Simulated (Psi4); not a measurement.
**Frequency calculation, with input and output: C2 (part 2 of 4)**

C2, SMILES [C]#[C]; B3LYP/aug-cc-pVDZ, RKS (Psi4 1.11). The geometry was optimised with B3LYP/aug-cc-pVDZ.

Geometry of the input (Å):
```
C  0.0000  0.0000  -0.0505
C  0.0000  0.0000  1.2112
```

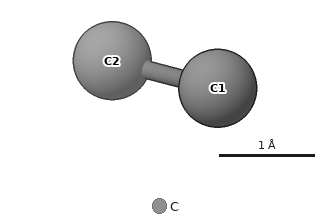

**Figure 1.** The input geometry (ball-and-stick view, seen at a tilt; atoms are numbered from 1 in the order of the input).

**What the program printed, continued**
```
   => Molecular Quadrature <=

    Radial Scheme          =       TREUTLER
    Pruning Scheme         =           NONE
    Nuclear Scheme         =       TREUTLER

    Blocking Scheme        =         OCTREE
    BS radius alpha        =              1
    Pruning alpha          =              1
    Radial Points          =             50
    Spherical Points       =            194
    Total Points           =          19360
    Total Blocks           =            204
    Max Points             =            254
    Max Functions          =             46
    Weights Tolerance      =       1.00E-15

  -Total Gradient:
     Atom            X                  Y                   Z
    ------   -----------------  -----------------  -----------------
       1        0.000000000503     0.000000000000     0.000000587452
       2       -0.000000000503    -0.000000000000    -0.000000587453

	total time  =          1 seconds =       0.02 minutes

    Psi4 run time: 0:00:01.16

    -----------------------------------------------------------------------
                               Psi4 1.11 release

    h
    h
    h

    -----------------------------------------------------------------------

gradient() will perform analytic gradient computation.

  ==> Geometry <==

    Molecular point group: c1
    Full point group: D_inf_h

    Geometry (in Bohr), charge = 0, multiplicity = 1:

       Center              X                  Y                   Z               Mass
    ------------   -----------------  -----------------  -----------------  -----------------
         C            0.001020620726     0.000000000000    -1.192165851589    12.000000000000
         C           -0.001020620726     0.000000000000     1.192165851589    12.000000000000

  Running in c1 symmetry.

  Rotational constants: A = ************  B =      1.76486  C =      1.76486 [cm^-1]
  Rotational constants: A = ************  B =  52909.05665  C =  52909.05665 [MHz]
  Nuclear repulsion =   15.098564834537552

  Charge       = 0
  Multiplicity = 1
  Electrons    = 12
  Nalpha       = 6
  Nbeta        = 6

  ==> Iterations <==

                        Total Energy        Delta E     RMS |[F,P]|

   @RKS iter SAD:   -75.33153983232543   -7.53315e+01   0.00000e+00
   @RKS iter   1:   -75.79500391252236   -4.63464e-01   8.16953e-03 ADIIS/DIIS
   @RKS iter   2:   -75.81790821658564   -2.29043e-02   7.27938e-03 ADIIS/DIIS
   @RKS iter   3:   -75.89178399312623   -7.38758e-02   1.79692e-04 ADIIS/DIIS
   @RKS iter   4:   -75.89183618342553   -5.21903e-05   2.14066e-05 DIIS
   @RKS iter   5:   -75.89183679707109   -6.13646e-07   1.31984e-06 DIIS
   @RKS iter   6:   -75.89183679990714   -2.83605e-09   8.73250e-08 DIIS
   @RKS iter   7:   -75.89183679992242   -1.52767e-11   4.99786e-09 DIIS
  Energy and wave function converged.

  ==> Post-Iterations <==

   Electrons on quadrature grid:
      Ntotal   =   12.0000002278 ; deviation = 2.278e-07

    Final Occupation by Irrep:
              A
    DOCC [     6 ]
    NA   [     6 ]
    NB   [     6 ]

  @RKS Final Energy:   -75.89183679992242

   => Energetics <=

    Nuclear Repulsion Energy =             15.0985648345375516
    One-Electron Energy =                -130.8612498598110676
    Two-Electron Energy =                  48.4040179645625699
    DFT Exchange-Correlation Energy =      -8.5331697392114680
    Empirical Dispersion Energy =           0.0000000000000000
    VV10 Nonlocal Energy =                  0.0000000000000000
    Total Energy =                        -75.8918367999224159

Computation Completed

Properties will be evaluated at   0.000000,   0.000000,   0.000000 [a0]

Properties computed using the SCF density matrix

 Multipole Moments:

 ------------------------------------------------------------------------------------
     Multipole            Electronic (a.u.)      Nuclear  (a.u.)        Total (a.u.)
 ------------------------------------------------------------------------------------

 L = 1.  Multiply by 2.5417464519 to convert [e a0] to [Debye]
 Dipole X            :         -0.0000000           -0.0000000           -0.0000000
 Dipole Y            :          0.0000000            0.0000000            0.0000000
 Dipole Z            :          0.0000000            0.0000000            0.0000000
 Magnitude           :                                                    0.0000000

 ------------------------------------------------------------------------------------

	total time  =          0 seconds =       0.00 minutes

         ------------------------------------------------------------
                                   SCF GRAD
         ------------------------------------------------------------

  ==> Geometry <==

    Molecular point group: c1
    Full point group: D_inf_h

    Geometry (in Bohr), charge = 0, multiplicity = 1:

       Center              X                  Y                   Z               Mass
    ------------   -----------------  -----------------  -----------------  -----------------
         C            0.001020620726     0.000000000000    -1.192165851589    12.000000000000
         C           -0.001020620726     0.000000000000     1.192165851589    12.000000000000

  Nuclear repulsion =   15.098564834537552

   => Molecular Quadrature <=

    Radial Scheme          =       TREUTLER
    Pruning Scheme         =           NONE
    Nuclear Scheme         =       TREUTLER

    Blocking Scheme        =         OCTREE
    BS radius alpha        =              1
    Pruning alpha          =              1
    Radial Points          =             50
    Spherical Points       =            194
    Total Points           =          19360
    Total Blocks           =            204
    Max Points             =            254
    Max Functions          =             46
    Weights Tolerance      =       1.00E-15

  -Total Gradient:
     Atom            X                  Y                   Z
    ------   -----------------  -----------------  -----------------
       1       -0.000000000503    -0.000000000000     0.000000587453
       2        0.000000000503    -0.000000000000    -0.000000587452

	total time  =          1 seconds =       0.02 minutes

    Psi4 run time: 0:00:01.06

    -----------------------------------------------------------------------
                               Psi4 1.11 release

    h
    h
    h

    -----------------------------------------------------------------------

gradient() will perform analytic gradient computation.

  ==> Geometry <==

    Molecular point group: c1
    Full point group: D_inf_h

    Geometry (in Bohr), charge = 0, multiplicity = 1:

       Center              X                  Y                   Z               Mass
    ------------   -----------------  -----------------  -----------------  -----------------
         C            0.000000000000    -0.001020620726    -1.192165851589    12.000000000000
         C            0.000000000000     0.001020620726     1.192165851589    12.000000000000

  Running in c1 symmetry.

  Rotational constants: A = ************  B =      1.76486  C =      1.76486 [cm^-1]
  Rotational constants: A = ************  B =  52909.05665  C =  52909.05665 [MHz]
  Nuclear repulsion =   15.098564834537552

  Charge       = 0
  Multiplicity = 1
  Electrons    = 12
  Nalpha       = 6
  Nbeta        = 6

   => Molecular Quadrature <=

    Radial Scheme          =       TREUTLER
    Pruning Scheme         =           NONE
    Nuclear Scheme         =       TREUTLER

    Blocking Scheme        =         OCTREE
    BS radius alpha        =              1
    Pruning alpha          =              1
    Radial Points          =             50
    Spherical Points       =            194
    Total Points           =          19360
    Total Blocks           =            196
    Max Points             =            255
    Max Functions          =             46
    Weights Tolerance      =       1.00E-15

  ==> Iterations <==

                        Total Energy        Delta E     RMS |[F,P]|

   @RKS iter SAD:   -75.33153983232535   -7.53315e+01   0.00000e+00
   @RKS iter   1:   -75.79500391252225   -4.63464e-01   8.16953e-03 ADIIS/DIIS
   @RKS iter   2:   -75.81790821658568   -2.29043e-02   7.27938e-03 ADIIS/DIIS
   @RKS iter   3:   -75.89178399312615   -7.38758e-02   1.79692e-04 ADIIS/DIIS
   @RKS iter   4:   -75.89183618342568   -5.21903e-05   2.14066e-05 DIIS
   @RKS iter   5:   -75.89183679707111   -6.13645e-07   1.31984e-06 DIIS
   @RKS iter   6:   -75.89183679990708   -2.83598e-09   8.73250e-08 DIIS
   @RKS iter   7:   -75.89183679992240   -1.53193e-11   4.99800e-09 DIIS
  Energy and wave function converged.

  ==> Post-Iterations <==

   Electrons on quadrature grid:
      Ntotal   =   12.0000002278 ; deviation = 2.278e-07

    Final Occupation by Irrep:
              A
    DOCC [     6 ]
    NA   [     6 ]
    NB   [     6 ]

  @RKS Final Energy:   -75.89183679992240

   => Energetics <=

    Nuclear Repulsion Energy =             15.0985648345375516
    One-Electron Energy =                -130.8612498598103571
    Two-Electron Energy =                  48.4040179645618096
    DFT Exchange-Correlation Energy =      -8.5331697392114005
    Empirical Dispersion Energy =           0.0000000000000000
    VV10 Nonlocal Energy =                  0.0000000000000000
    Total Energy =                        -75.8918367999223875

Computation Completed

Properties will be evaluated at   0.000000,   0.000000,   0.000000 [a0]

Properties computed using the SCF density matrix

 Multipole Moments:

 ------------------------------------------------------------------------------------
     Multipole            Electronic (a.u.)      Nuclear  (a.u.)        Total (a.u.)
 ------------------------------------------------------------------------------------

 L = 1.  Multiply by 2.5417464519 to convert [e a0] to [Debye]
 Dipole X            :          0.0000000            0.0000000            0.0000000
 Dipole Y            :         -0.0000000            0.0000000           -0.0000000
 Dipole Z            :         -0.0000000            0.0000000           -0.0000000
 Magnitude           :                                                    0.0000000

 ------------------------------------------------------------------------------------

	total time  =          0 seconds =       0.00 minutes

         ------------------------------------------------------------
                                   SCF GRAD
         ------------------------------------------------------------

  ==> Geometry <==

    Molecular point group: c1
    Full point group: D_inf_h

    Geometry (in Bohr), charge = 0, multiplicity = 1:

       Center              X                  Y                   Z               Mass
    ------------   -----------------  -----------------  -----------------  -----------------
         C            0.000000000000    -0.001020620726    -1.192165851589    12.000000000000
         C            0.000000000000     0.001020620726     1.192165851589    12.000000000000

  Nuclear repulsion =   15.098564834537552

   => Molecular Quadrature <=

    Radial Scheme          =       TREUTLER
    Pruning Scheme         =           NONE
    Nuclear Scheme         =       TREUTLER

    Blocking Scheme        =         OCTREE
    BS radius alpha        =              1
    Pruning alpha          =              1
    Radial Points          =             50
    Spherical Points       =            194
    Total Points           =          19360
    Total Blocks           =            196
    Max Points             =            255
    Max Functions          =             46
    Weights Tolerance      =       1.00E-15

  -Total Gradient:
     Atom            X                  Y                   Z
    ------   -----------------  -----------------  -----------------
       1       -0.000000000000     0.000000000503     0.000000587452
       2        0.000000000000    -0.000000000503    -0.000000587453

	total time  =          1 seconds =       0.02 minutes

    Psi4 run time: 0:00:01.20

    -----------------------------------------------------------------------
                               Psi4 1.11 release

    h
    h
    h

    -----------------------------------------------------------------------

gradient() will perform analytic gradient computation.

  ==> Geometry <==

    Molecular point group: c1
    Full point group: D_inf_h

    Geometry (in Bohr), charge = 0, multiplicity = 1:

       Center              X                  Y                   Z               Mass
    ------------   -----------------  -----------------  -----------------  -----------------
         C            0.000000000000     0.001020620726    -1.192165851589    12.000000000000
         C            0.000000000000    -0.001020620726     1.192165851589    12.000000000000

  Running in c1 symmetry.

  Rotational constants: A = ************  B =      1.76486  C =      1.76486 [cm^-1]
  Rotational constants: A = ************  B =  52909.05665  C =  52909.05665 [MHz]
  Nuclear repulsion =   15.098564834537552

  Charge       = 0
  Multiplicity = 1
  Electrons    = 12
  Nalpha       = 6
  Nbeta        = 6

  ==> Iterations <==

                        Total Energy        Delta E     RMS |[F,P]|

   @RKS iter SAD:   -75.33153983232521   -7.53315e+01   0.00000e+00
   @RKS iter   1:   -75.79500391252219   -4.63464e-01   8.16953e-03 ADIIS/DIIS
   @RKS iter   2:   -75.81790821658539   -2.29043e-02   7.27938e-03 ADIIS/DIIS
   @RKS iter   3:   -75.89178399312603   -7.38758e-02   1.79692e-04 ADIIS/DIIS
   @RKS iter   4:   -75.89183618342545   -5.21903e-05   2.14066e-05 DIIS
   @RKS iter   5:   -75.89183679707091   -6.13645e-07   1.31984e-06 DIIS
   @RKS iter   6:   -75.89183679990694   -2.83603e-09   8.73250e-08 DIIS
   @RKS iter   7:   -75.89183679992223   -1.52909e-11   4.99861e-09 DIIS
  Energy and wave function converged.

  ==> Post-Iterations <==

   Electrons on quadrature grid:
      Ntotal   =   12.0000002278 ; deviation = 2.278e-07

    Final Occupation by Irrep:
              A
    DOCC [     6 ]
    NA   [     6 ]
    NB   [     6 ]

  @RKS Final Energy:   -75.89183679992223

   => Energetics <=

    Nuclear Repulsion Energy =             15.0985648345375516
    One-Electron Energy =                -130.8612498598103286
    Two-Electron Energy =                  48.4040179645619446
    DFT Exchange-Correlation Energy =      -8.5331697392113952
    Empirical Dispersion Energy =           0.0000000000000000
    VV10 Nonlocal Energy =                  0.0000000000000000
    Total Energy =                        -75.8918367999222312

Computation Completed

Properties will be evaluated at   0.000000,   0.000000,   0.000000 [a0]

Properties computed using the SCF density matrix

 Multipole Moments:

 ------------------------------------------------------------------------------------
     Multipole            Electronic (a.u.)      Nuclear  (a.u.)        Total (a.u.)
 ------------------------------------------------------------------------------------

 L = 1.  Multiply by 2.5417464519 to convert [e a0] to [Debye]
 Dipole X            :          0.0000000            0.0000000            0.0000000
 Dipole Y            :          0.0000000           -0.0000000            0.0000000
 Dipole Z            :         -0.0000001            0.0000000           -0.0000001
 Magnitude           :                                                    0.0000001

 ------------------------------------------------------------------------------------

	total time  =          1 seconds =       0.02 minutes

         ------------------------------------------------------------
                                   SCF GRAD
         ------------------------------------------------------------

  ==> Geometry <==

    Molecular point group: c1
    Full point group: D_inf_h

    Geometry (in Bohr), charge = 0, multiplicity = 1:

       Center              X                  Y                   Z               Mass
    ------------   -----------------  -----------------  -----------------  -----------------
         C            0.000000000000     0.001020620726    -1.192165851589    12.000000000000
         C            0.000000000000    -0.001020620726     1.192165851589    12.000000000000

  Nuclear repulsion =   15.098564834537552

   => Molecular Quadrature <=

    Radial Scheme          =       TREUTLER
    Pruning Scheme         =           NONE
    Nuclear Scheme         =       TREUTLER

    Blocking Scheme        =         OCTREE
    BS radius alpha        =              1
    Pruning alpha          =              1
    Radial Points          =             50
    Spherical Points       =            194
    Total Points           =          19360
    Total Blocks           =            196
    Max Points             =            255
    Max Functions          =             46
    Weights Tolerance      =       1.00E-15

  -Total Gradient:
     Atom            X                  Y                   Z
    ------   -----------------  -----------------  -----------------
       1       -0.000000000000    -0.000000000503     0.000000587452
       2        0.000000000000     0.000000000503    -0.000000587453
```
